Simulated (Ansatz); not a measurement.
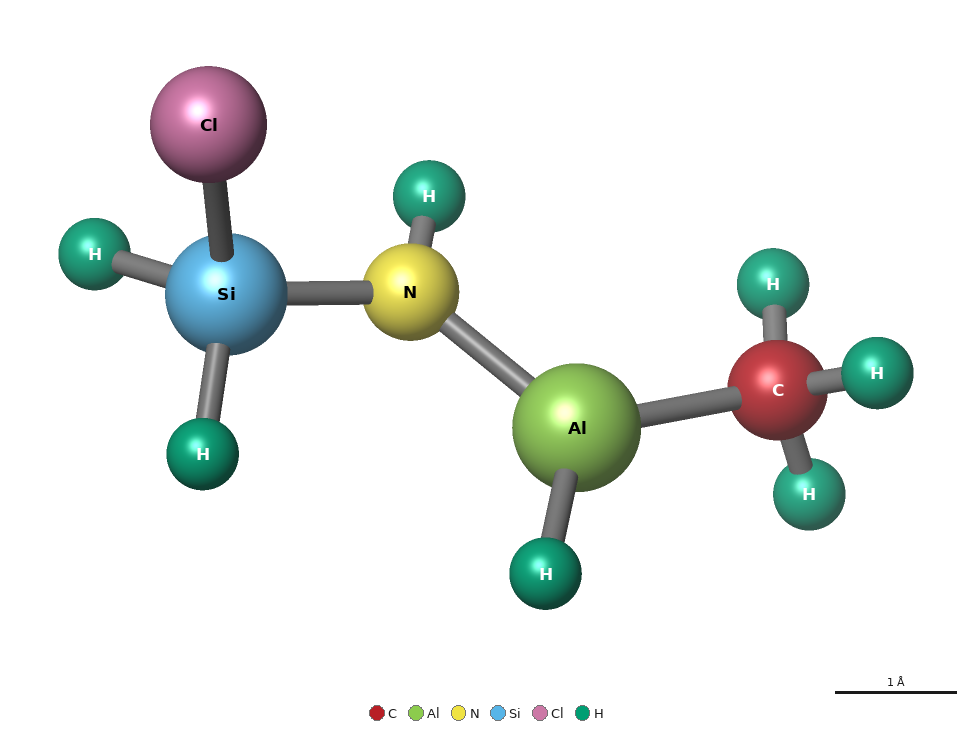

Rendered structure (ball-and-stick style).

What does the picture show?

It has 12 atoms: 1 carbon, 7 hydrogen, 1 aluminium, 1 chlorine, 1 nitrogen and 1 silicon (CH7AlClNSi). As SMILES it reads `[CH3][AlH][NH][SiH2]Cl`. Among its groups: Si–H bond, Si–N bond. This geometry has C1 symmetry. Coordination: 1 C tetrahedral; 1 Al trigonal planar; 1 N trigonal planar; 1 Si tetrahedral.

The parts below concern this one geometry. Atoms keep their numbers from picture to picture. The geometry was computed by an optimisation with PBE0-D4/def2-TZVP. No frequency run is at hand to confirm it as a minimum.

## Charges

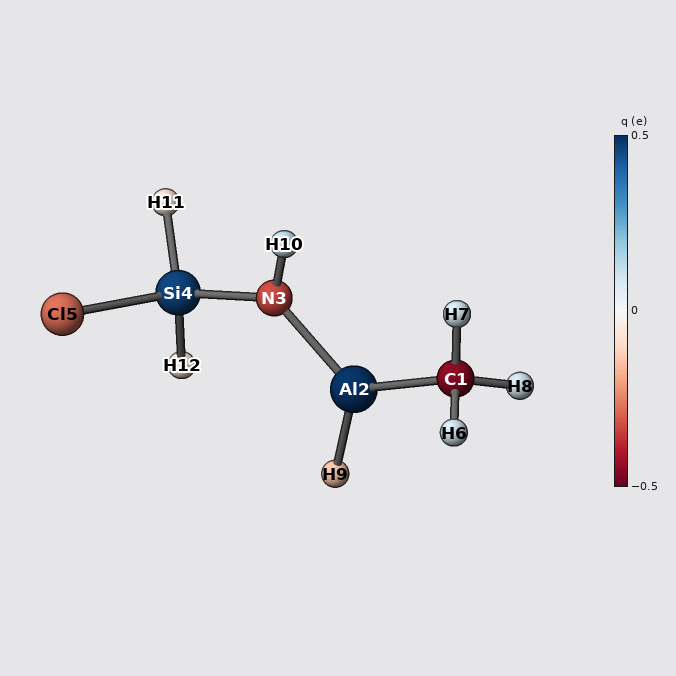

Atoms are coloured by their Mulliken charges. No frequency run is at hand to confirm it as a minimum. Properties computed with RKS B3LYP-D4/def2-TZVPP (Ansatz 0.2.0).

Give the Mulliken charges atom by atom.

```
atom  value (e)
  C1      −0.45
 Al2       0.49
  N3      −0.33
 Si4       0.46
 Cl5      −0.28
  H6       0.09
  H7       0.09
  H8       0.09
  H9      −0.14
 H10       0.11
 H11      −0.08
 H12      −0.06
```

## Levels of theory compared

No frequency run is at hand to confirm it as a minimum. Program: Ansatz 0.2.0.

At this fixed geometry, give HOMO energy (eV), HOMO–LUMO gap (eV) at these levels: B3LYP-D4/def2-TZVPP; PBE-D4/def2-TZVPP; PBE0-D4/def2-TZVPP; r2SCAN-D4/def2-TZVPP; ωB97M-V/def2-TZVPP; ωB97X-V/def2-TZVPP.

```tsv
level	HOMO energy (eV)	HOMO–LUMO gap (eV)
B3LYP-D4/def2-TZVPP	−7.88	6.99
PBE-D4/def2-TZVPP	−6.81	5.36
PBE0-D4/def2-TZVPP	−8.13	7.46
r2SCAN-D4/def2-TZVPP	−7.11	6.02
ωB97M-V/def2-TZVPP	−10.44	11.33
ωB97X-V/def2-TZVPP	−10.55	11.75
```

## Dipole moment

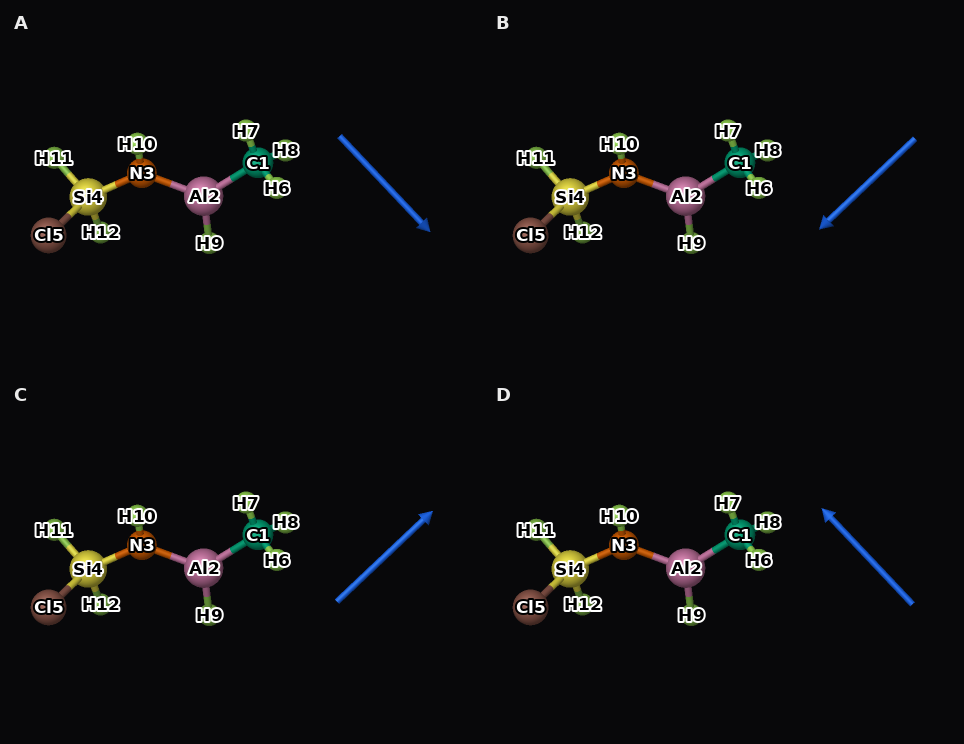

The same molecule four times, each with an arrow. No frequency run is at hand to confirm it as a minimum. Properties computed with RKS PBE-D4/def2-TZVPP (Ansatz 0.2.0).

Which arrow points along the dipole moment, from the negative to the positive end?

Answer. C. The dipole moment is 2.58 D; it points from the side of Cl5 to the side of H8 (the outermost atoms at the two ends).

Mulliken values depend strongly on the basis set and can even reverse the polarity of a bond.
